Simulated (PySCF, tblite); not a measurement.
# C6H12BO radical: geometry, infrared bands and EPR parameters

What infrared bands and EPR parameters should C6H12BO radical (`CB[C]1COC1(C)C`) show?

Programs: tblite 0.8.0 and PySCF 2.14.0, with density-fitted response routines of our own. Each step states its level of theory. These are calculated values for one molecule in the gas phase, unless marked as measured. Atoms count from 0, in the outputs and in this text.

## 1. The molecule as given

20 atoms, charge 0, multiplicity 2; geometry from: force field or distance geometry start.

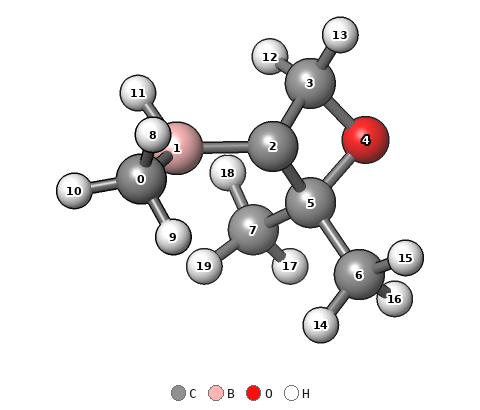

The starting geometry (carbon grey, boron pink, oxygen red, hydrogen white), atoms numbered.

## 2. Optimising the geometry with GFN2-xTB

Job settings and geometry (Å):

```
{"job": {"kind": "relax", "xc": "GFN2-xTB", "basis": "xTB"}, "charge": 0, "multiplicity": 2}
C      2.642000    -0.307700    -0.783500
B      1.395600    -0.764000     0.109400
C      0.460200     0.397000     0.592400
C     -0.244800     0.218800     1.894300
O     -1.445000     0.702200     1.377300
C     -0.974300     0.348600     0.095100
C     -1.382900     1.416100    -0.881600
C     -1.446600    -0.999300    -0.375400
H      3.393200     0.255900    -0.203100
H      2.238100     0.351600    -1.570400
H      3.143700    -1.173100    -1.258300
H      1.642200    -1.663200     0.873000
H     -0.361100    -0.831900     2.271500
H      0.216200     0.891500     2.658600
H     -1.017200     1.234100    -1.898600
H     -1.125700     2.439600    -0.557700
H     -2.498800     1.383600    -0.932700
H     -2.532500    -0.908500    -0.634100
H     -1.283800    -1.712000     0.467800
H     -0.823600    -1.268600    -1.247100
```

On the command line:

```
> OMP_NUM_THREADS=1 python probes_run.py task.json out
```

This one command runs all jobs of the session in turn.

The program printed:

```text
step      E/eV     max force
  0    -656.36691    4.170
  1    -656.92636    2.559
  2    -657.26260    1.051
  3    -657.35466    0.648
  4    -657.40158    0.606
  5    -657.43548    0.526
  6    -657.47269    0.451
  7    -657.50494    0.408
  8    -657.53247    0.446
  9    -657.55592    0.437
 10    -657.57885    0.362
 11    -657.60136    0.421
 12    -657.62159    0.347
 13    -657.64055    0.304
 14    -657.66253    0.391
 15    -657.68957    0.395
 16    -657.71792    0.391
 17    -657.74345    0.431
 18    -657.76643    0.350
 19    -657.78989    0.338
 20    -657.81496    0.374
 21    -657.83882    0.309
 22    -657.85897    0.370
 23    -657.87823    0.365
 24    -657.89953    0.334
 25    -657.91857    0.303
 26    -657.92909    0.269
 27    -657.93548    0.239
 28    -657.94113    0.160
 29    -657.94861    0.147
 30    -657.95457    0.150
 31    -657.95997    0.144
 32    -657.96262    0.116
 33    -657.96532    0.118
 34    -657.96869    0.126
 35    -657.97225    0.159
 36    -657.97583    0.154
 37    -657.97908    0.139
 38    -657.98191    0.123
 39    -657.98425    0.112
 40    -657.98658    0.121
 41    -657.98976    0.128
 42    -657.99463    0.139
 43    -658.00115    0.162
 44    -658.00803    0.180
 45    -658.01378    0.172
 46    -658.01835    0.137
 47    -658.02278    0.121
 48    -658.02671    0.105
 49    -658.02918    0.101
 50    -658.03046    0.114
 51    -658.03153    0.101
 52    -658.03242    0.081
 53    -658.03349    0.062
 54    -658.03437    0.067
 55    -658.03538    0.064
 56    -658.03621    0.072
 57    -658.03706    0.067
 58    -658.03803    0.064
 59    -658.03899    0.064
 60    -658.03965    0.051
 61    -658.04006    0.041
 62    -658.04036    0.034
 63    -658.04061    0.042
 64    -658.04086    0.051
 65    -658.04115    0.050
 66    -658.04151    0.041
 67    -658.04194    0.047
 68    -658.04241    0.053
 69    -658.04295    0.052
 70    -658.04367    0.066
 71    -658.04467    0.071
 72    -658.04584    0.081
 73    -658.04692    0.076
 74    -658.04771    0.067
 75    -658.04833    0.060
 76    -658.04908    0.053
 77    -658.05016    0.084
 78    -658.05138    0.063
 79    -658.05279    0.068
 80    -658.05368    0.073
 81    -658.05456    0.074
 82    -658.05521    0.070
 83    -658.05586    0.050
 84    -658.05621    0.038
 85    -658.05643    0.034
 86    -658.05656    0.028
 87    -658.05666    0.022
 88    -658.05674    0.020
 89    -658.05680    0.018
 90    -658.05684    0.017
 91    -658.05689    0.018
 92    -658.05696    0.017
 93    -658.05704    0.021
 94    -658.05711    0.023
 95    -658.05718    0.020
 96    -658.05726    0.017
 97    -658.05733    0.017
 98    -658.05738    0.018
 99    -658.05742    0.018
100    -658.05747    0.019
101    -658.05755    0.021
102    -658.05765    0.021
103    -658.05774    0.026
104    -658.05782    0.027
105    -658.05791    0.024
106    -658.05804    0.022
107    -658.05821    0.028
108    -658.05835    0.027
109    -658.05847    0.028
110    -658.05858    0.030
111    -658.05871    0.030
112    -658.05885    0.024
113    -658.05894    0.021
114    -658.05902    0.020
115    -658.05910    0.020
116    -658.05922    0.027
117    -658.05936    0.027
118    -658.05947    0.024
119    -658.05952    0.014
120    -658.05955    0.010
```

Wall time 0.65 s (1 thread of Arm Neoverse V2, shared host).

Step by step: (not every step is listed)

```csv
step,energy from step 0 (eV),largest force (eV/Å)
0,0.0000,4.1704
1,-0.5595,2.5586
2,-0.8957,1.0512
3,-0.9878,0.6481
4,-1.0347,0.6064
5,-1.0686,0.5256
6,-1.1058,0.4507
7,-1.1380,0.4083
8,-1.1656,0.4463
18,-1.3995,0.3502
28,-1.5742,0.1599
38,-1.6150,0.1231
48,-1.6598,0.1047
58,-1.6711,0.0645
68,-1.6755,0.0528
78,-1.6845,0.0628
88,-1.6898,0.0198
98,-1.6905,0.0182
108,-1.6914,0.0274
115,-1.6922,0.0203
116,-1.6923,0.0273
117,-1.6925,0.0269
118,-1.6926,0.0238
119,-1.6926,0.0141
120,-1.6926,0.0101
```

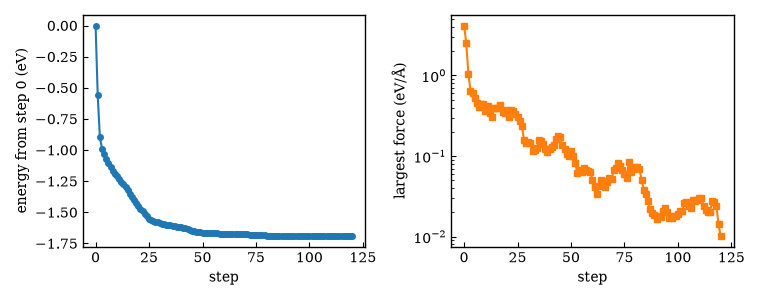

Energy and largest force along the relaxation.

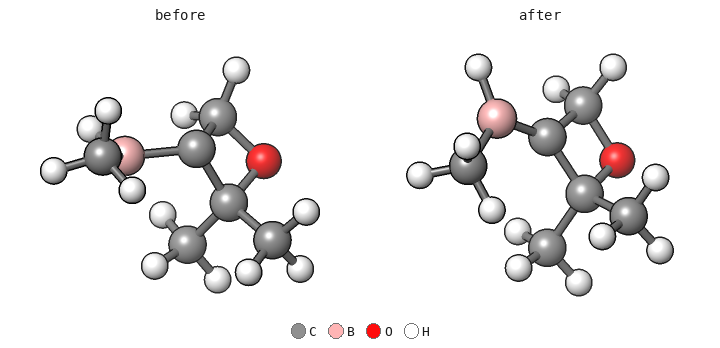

Before and after, at one scale.

Close pairs (by a distance rule), those that changed most:

```csv
bond,before (Å),after (Å),change (Å)
B1–C2,1.567,1.500,-0.067
O4–C5,1.411,1.447,+0.036
C7–H17,1.120,1.087,-0.033
C6–H16,1.118,1.087,-0.030
C3–O4,1.393,1.423,+0.030
B1–H11,1.205,1.176,-0.030
C7–H18,1.116,1.087,-0.029
C5–C6,1.503,1.529,+0.025
```

The final coordinates are the input of the step that follows.

## 3. Vibrational analysis with GFN2-xTB

Job settings and geometry (Å):

```
{"job": {"kind": "ir", "xc": "GFN2-xTB", "basis": "xTB"}, "charge": 0, "multiplicity": 2}
C      2.268440    -0.442790    -0.997043
B      1.777343    -0.307594     0.500491
C      0.342129    -0.034218     0.841962
C     -0.435410     0.128839     2.100190
O     -1.649708     0.324895     1.384205
C     -0.957873     0.182669     0.121174
C     -1.045343     1.461105    -0.712272
C     -1.468023    -1.020992    -0.671359
H      3.140943     0.182465    -1.182080
H      1.517004    -0.191221    -1.740810
H      2.592446    -1.464870    -1.195271
H      2.544587    -0.434772     1.381985
H     -0.478328    -0.748242     2.759167
H     -0.170583     0.999529     2.714539
H     -0.425692     1.366901    -1.598731
H     -0.702545     2.311092    -0.127998
H     -2.079225     1.629086    -1.003484
H     -2.493644    -0.841025    -0.983380
H     -1.440035    -1.912413    -0.050157
H     -0.841631    -1.177766    -1.544162
```

The program printed:

```text
mode    cm-1     km/mol
  1      44.9      0.47
  2      78.0      0.14
  3     125.8      7.46
  4     131.8      0.40
  5     145.6      0.63
  6     157.7      2.79
  7     183.8      0.39
  8     309.0      0.44
  9     335.0      3.74
 10     344.2      2.02
 11     423.1      2.71
 12     445.7      6.77
 13     605.6     15.64
 14     638.1      1.51
 15     694.7      1.75
 16     804.9     61.70
 17     843.7     17.26
 18     858.2     50.33
 19     910.6     23.04
 20     951.8      0.45
 21     977.0      5.17
 22     984.9      0.03
 23     998.0     18.07
 24    1050.1     46.62
 25    1058.5      0.52
 26    1078.9     22.25
 27    1097.9    119.81
 28    1153.7     27.96
 29    1173.3     90.97
 30    1207.8     19.52
 31    1237.4     11.59
 32    1373.2      4.41
 33    1383.7     12.80
 34    1391.2     12.25
 35    1417.7     11.86
 36    1444.4     80.88
 37    1459.8      3.25
 38    1473.4      4.65
 39    1476.5      0.76
 40    1489.3      2.76
 41    1493.1      0.39
 42    1501.7      1.30
 43    2592.0    184.43
 44    2847.8     19.99
 45    2891.3     27.49
 46    2992.7     31.68
 47    3014.7     35.19
 48    3035.3      0.74
 49    3038.1     70.63
 50    3040.3     11.92
 51    3046.1     11.76
 52    3046.5     21.58
 53    3051.6      1.45
 54    3056.4     38.01
```

Run time: 0.55 s. Hardware: 1 thread of Arm Neoverse V2, shared host.

The strongest bands and the atoms that carry them (share of the mass-weighted mode):

```csv
cm⁻¹,km/mol,atoms
805,61.7,"H10 18 %, B1 13 %, H13 12 %, H12 12 %"
858,50.3,"C2 15 %, H12 15 %, H13 14 %, C3 13 %"
1050,46.6,"C3 42 %, O4 32 %"
1098,119.8,"H11 37 %, B1 16 %, C2 13 %"
1173,91.0,C5 45 %
1444,80.9,"C2 56 %, B1 21 %"
2592,184.4,H11 92 %
3038,70.6,H9 74 %
```

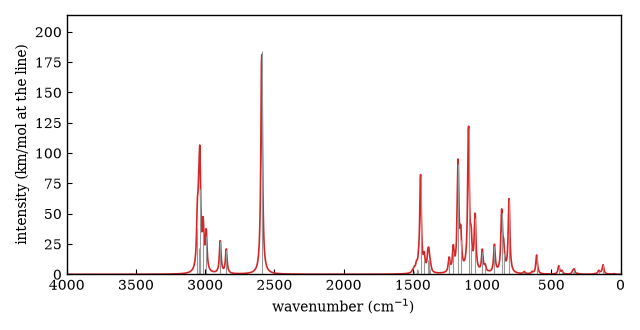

The infrared spectrum from these modes, unscaled. Lines are broadened to a width of 14 cm⁻¹ (Lorentzian).

## 4. g tensor and hyperfine couplings: B3LYP/pcH-1

Same as in step 3 but for these lines:

```diff
@@ -1,2 +1,2 @@
-{"job": {"kind": "ir", "xc": "GFN2-xTB", "basis": "xTB"}, "charge": 0, "multiplicity": 2}
+{"job": {"kind": "epr", "basis": "pcH-1"}, "charge": 0, "multiplicity": 2}
 C      2.268440    -0.442790    -0.997043
```

With the program's defaults for keys left out, this is: UKS B3LYP, pcH-1 on B C H O, non-relativistic, mean-field spin-orbit, GIAO.

The program printed:

```text
UKS, coarse grid
  cycle   1  E = -335.76296721  |g| = 5.53e-01
  cycle   2  E = -335.61818412  |g| = 8.41e-01
  cycle   3  E = -335.88527052  |g| = 1.40e-01
  cycle   4  E = -335.89308018  |g| = 3.52e-02
  cycle   5  E = -335.89370854  |g| = 8.54e-03
  cycle   6  E = -335.89375398  |g| = 3.62e-03
  cycle   7  E = -335.89376410  |g| = 1.23e-03
  cycle   8  E = -335.89376592  |g| = 5.62e-04
UKS, final grid
  cycle   1  E = -335.89374716  |g| = 6.78e-04
  cycle   2  E = -335.89374701  |g| = 8.87e-04
  cycle   3  E = -335.89374738  |g| = 6.61e-05
  cycle   4  E = -335.89374738  |g| = 2.36e-05
E = -335.89374738 Eh   <S^2> = 0.7529 (exact 0.7500)
g shifts (ppm)      1          2          3
  rmc          -124       -124       -124
  gc              0         26         21
  oz_so         -22        500        919
  total        -147        402        815
hyperfine (MHz)  atom isotope    a_iso     a_fc   dipolar eigenvalues
    0   13C      -6.26      -6.26     -1.53      0.50      1.03
    1   11B      -7.67      -7.67    -14.09     -7.33     21.42
    2   13C      47.58      47.58    -59.43    -57.87    117.31
    3   13C     -28.83     -28.83     -2.47      0.50      1.97
    4   17O       0.97       0.97     -0.57     -0.21      0.78
    5   13C     -24.28     -24.28     -2.18      0.63      1.55
    6   13C      39.65      39.65     -3.79     -3.59      7.38
    7   13C      40.50      40.50     -3.77     -3.58      7.35
    8    1H      23.15      23.15     -2.32     -1.92      4.24
    9    1H       0.18       0.18     -2.61     -2.40      5.01
   10    1H      32.94      32.94     -2.60     -1.87      4.46
   11    1H     -12.23     -12.23     -8.17     -2.68     10.85
   12    1H     106.94     106.94     -4.38     -2.92      7.30
   13    1H     108.46     108.46     -4.43     -2.89      7.32
   14    1H      -2.70      -2.70     -3.32     -1.67      5.00
   15    1H      -1.85      -1.85     -4.40     -1.58      5.98
   16    1H       9.88       9.88     -2.50     -1.31      3.81
   17    1H      10.56      10.56     -2.49     -1.32      3.82
   18    1H      -1.78      -1.78     -4.43     -1.60      6.03
   19    1H      -2.71      -2.71     -3.39     -1.69      5.08
```

It took 84 s on 1 thread of Arm Neoverse V2, shared host; peak memory 1.1 GiB.

Principal g values 2.00217, 2.00272, 2.00313; g(iso) = 2.00268, against 2.00232 for a free electron.

Mean a(iso) over the nuclei that a row names, and the largest dipolar term of the row (other rows stand at the frozen geometry):

```csv
nuclei,isotope,a(iso) (MHz),"a(iso) (G, at g = 2.0023)",largest dipolar term (MHz)
"H12, H13",1H,107.7,38.4,7.3
C2,13C,47.6,17.0,117.3
"C6, C7",13C,40.1,14.3,7.4
C3,13C,-28.8,-10.3,-2.5
C5,13C,-24.3,-8.7,-2.2
"H8, H9, H10",1H,18.8,6.7,5.0
H11,1H,-12.2,-4.4,10.8
B1,11B,-7.7,-2.7,21.4
C0,13C,-6.3,-2.2,-1.5
"H14, H15, H16, H17, H18, H19",1H,1.9,0.7,6.0
O4,17O,1.0,0.3,0.8
```

Mulliken spin populations:

C0 -0.02; B1 0.21; C2 0.77; C3 -0.07; O4 0.00; C5 -0.05; C6 0.03; C7 0.03; H8 0.01; H9 0.00; H10 0.01; H11 -0.01; H12 0.04; H13 0.04; H14 0.00; H15 0.00; H16 0.00; H17 0.01; H18 0.00; H19 0.00

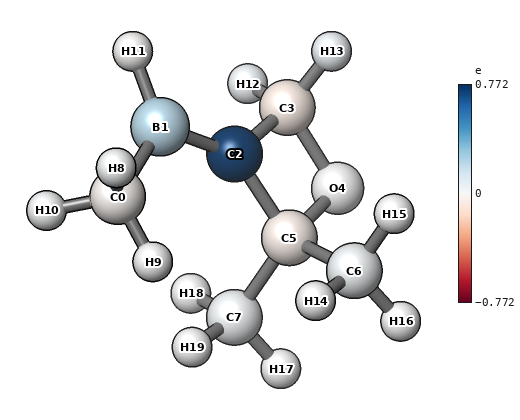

Mulliken spin populations, as colours on the atoms.

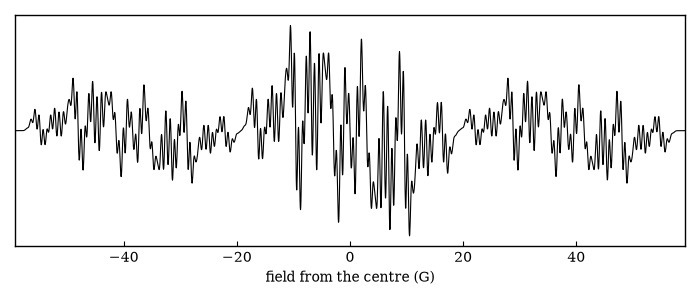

First-order isotropic spectrum (first derivative, main isotopes with spin only, couplings over 0.8 MHz, Gaussian width 0.3 G; couplings of the frozen geometry, rotation of groups not averaged beyond the rows shown).

Orbitals, density, ELF and potential are computed afterwards from the orbital file.

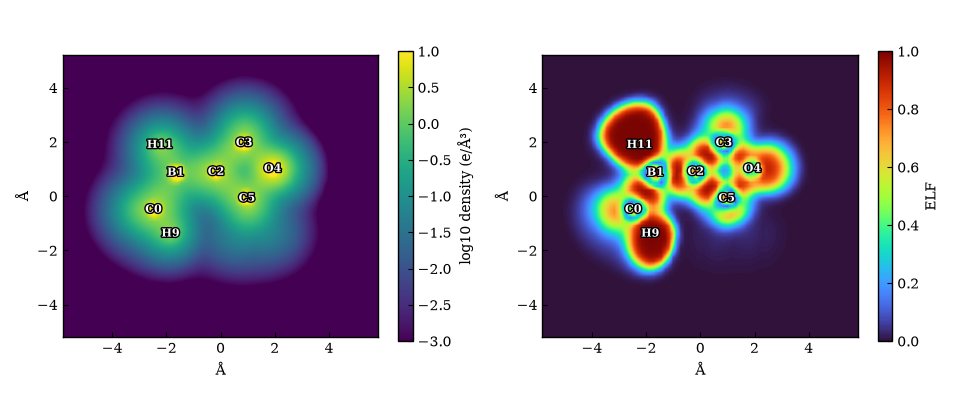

Density (left) and ELF (right) in a plane through or near 8 of the atoms.

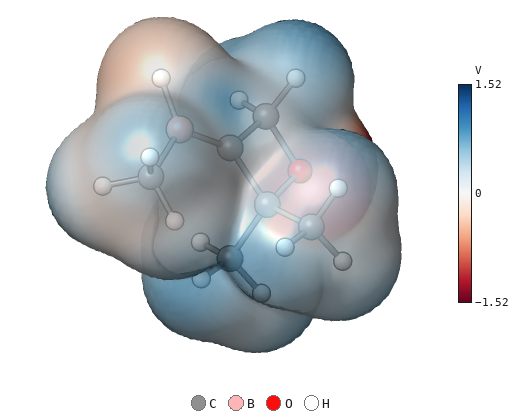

Electrostatic potential on the surface of density 0.002 e/bohr³; red is low, blue high. It runs from -1.52 V near O4 to 0.81 V near H12.

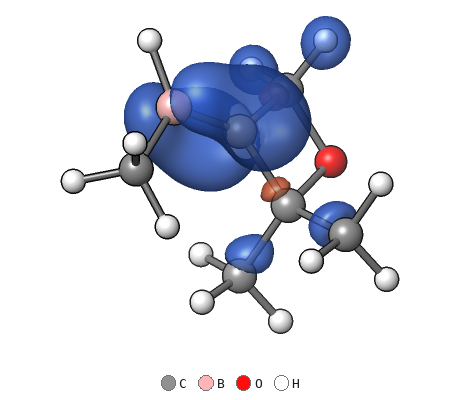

Spin density at ±0.03 e/Å³ (alpha excess blue, beta excess red).

## 5. What came out

| quantity | value |
| --- | --- |
| strongest single infrared mode (GFN2-xTB) | 2592 cm⁻¹, 184 km/mol |
| zero-point energy (GFN2-xTB) | 103.8 kcal/mol |
| g(iso) (B3LYP) | 2.00268 |
| ⟨S²⟩ | 0.753 (exact 0.75) |
| largest a(iso) (averaged by class) | 1H on H12, H13, 107.7 MHz |
| surface potential, least and greatest | -1.52 V and 0.81 V |

**Reading.** Over 120 steps the energy fell by 1.693 eV; of the close pairs, B1–C2 changed most, 1.567 to 1.500 Å. All 54 modes are real, so the xTB geometry is a minimum. The strongest single mode, at 2592 cm⁻¹, moves mainly H11. GFN2-xTB is a fitted tight-binding method: band positions and strengths are rough. Its intensities can rank the bands wrongly. Most of the unpaired spin sits on C2 (0.77 e). The isotropic g lies 0.4 ppt above the free-electron value.
